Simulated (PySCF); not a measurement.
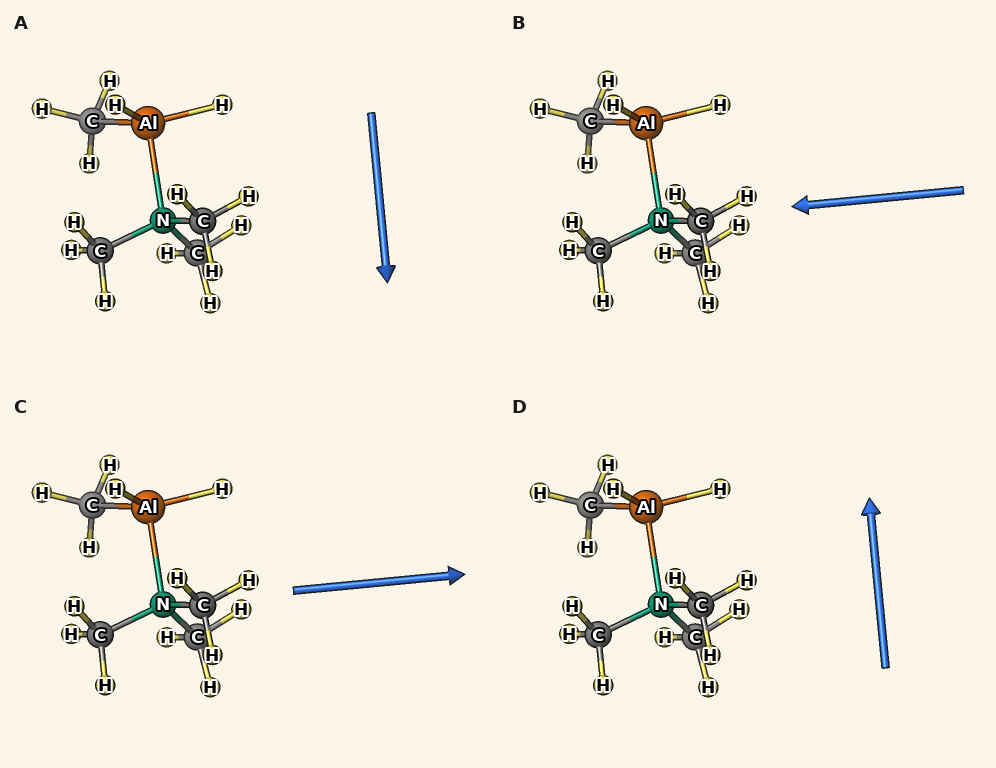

The same molecule four times, each with an arrow. The computed structure is the end point of a GFN2-xTB optimisation. No frequency run is at hand to confirm it as a minimum. Properties computed with PBE0/pcSseg-1, gas phase (PySCF 2.14.0).

> Which arrow points along the dipole moment, from the negative to the positive end?

A. The dipole moment is 4.79 D.

The geometry is semi-empirical. Around Al such bond lengths and angles can be off by a tenth of an ångström or more and by several degrees, and values that hang on the shape move with them.
